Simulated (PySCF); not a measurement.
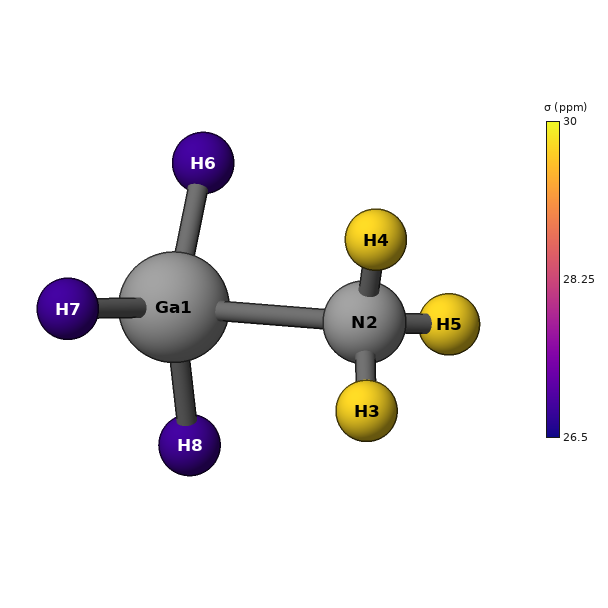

Atoms are coloured by their isotropic NMR shieldings (H only, the others grey). The geometry was computed by an optimisation with PBE0-D3(BJ)/def2-SVP. No frequency run is at hand to confirm it as a minimum. Method: GIAO PBE0/pcSseg-1 (pcSseg-2 on Ga) NMR shielding, non-relativistic, gas phase (PySCF 2.14.0).

Give the isotropic NMR shieldings of the H atoms atom by atom.

```csv
atom,σ (ppm)
H3,29.70
H4,29.70
H5,29.70
H6,26.87
H7,26.87
H8,26.87
```
